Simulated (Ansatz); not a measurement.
# A computed series for CrI3: pressure series

Take CrI3 in the BiI3 type structure (space group R-3, No. 148; a = 6.8182 Å, c = 19.4777 Å (hexagonal axes); ferromagnetic; layered, stacked along the Cartesian z axis) as the base.

Cell and atoms are relaxed at each pressure.

Levels (all Ansatz, a quantum-chemistry and plane-wave program, PAW): PBE-D3(BJ) (420 eV, scalar-relativistic without spin-orbit coupling); PBEsol-D3(BJ) (420 eV, spin-orbit coupling left out).

The base cell above is that of PBE-D3(BJ); each level relaxes its own structures.

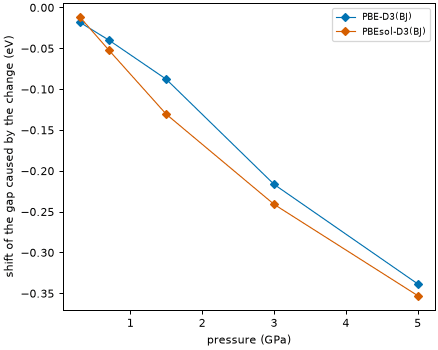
Figure. Shift of the gap caused by the change under two levels

Q: How do the two levels compare along the series?

A: The two levels differ by at most about 0.04 eV. They put the cases in the same order.

The magnetic state is the one reached from the starting moments; the real material's order can differ, and small cells can't hold many antiferromagnetic ones. With I present, leaving out spin-orbit coupling can change the band edges. Load acts through the strain it causes; cell and atoms are relaxed under it. Whether these cells are dynamically stable was not tested. Competing high-pressure phases were not computed. A gap here joins edges of opposite spin (a spin-flip gap). The D3 term's C6 switches between coordination references near this geometry, which can add small steps to energies.
